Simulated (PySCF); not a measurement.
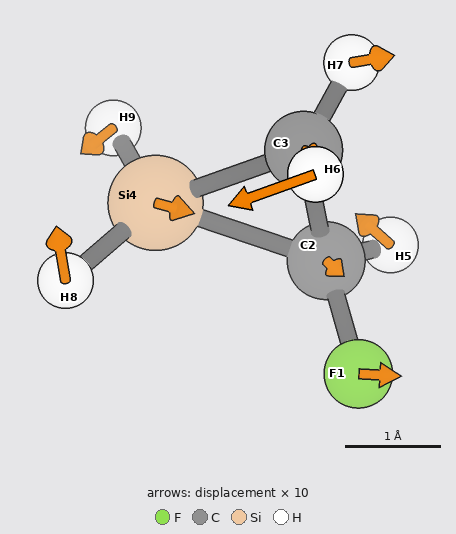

A relaxation of C₂H₅FSi. The starting structure is drawn; orange arrows show the displacements, magnified 10 times. The two geometries are superimposed by the best rigid fit.

Style: ball-and-stick. Shown at a tilt.

The start comes from GFN2-xTB.

Computed with PBE0-D3(BJ)/def2-SVP geometry optimisation, gas phase (PySCF 2.14.0, density-fitted response routines). 

Q: Which element moves most?

A: Hydrogen: up to 0.099 Å, against 0.047 Å for silicon.

Q: What happened in the run?

A: The atom that moves furthest after the best rigid fit is H6 (0.099 Å). By element the largest moves are H 0.099 Å, Si 0.047 Å, F 0.047 Å, C 0.030 Å. Near-neighbour distances that change, for instance: Si4–H8 1.448 → 1.482 Å, C2–Si4 1.897 → 1.877 Å, C3–H6 1.081 → 1.097 Å, C3–Si4 1.887 → 1.872 Å. Bond angles that change, for instance: Si4–C2–H5 124.3° → 118.6°, Si4–C3–H6 119.3° → 113.7°, H8–Si4–H9 119.9° → 116.4°. The energy falls by 0.071 eV in 10 geometry steps. Largest force component: 1.4 eV/Å at the start, 0.013 eV/Å at the end. The run took about 22 core-seconds on a shared host.
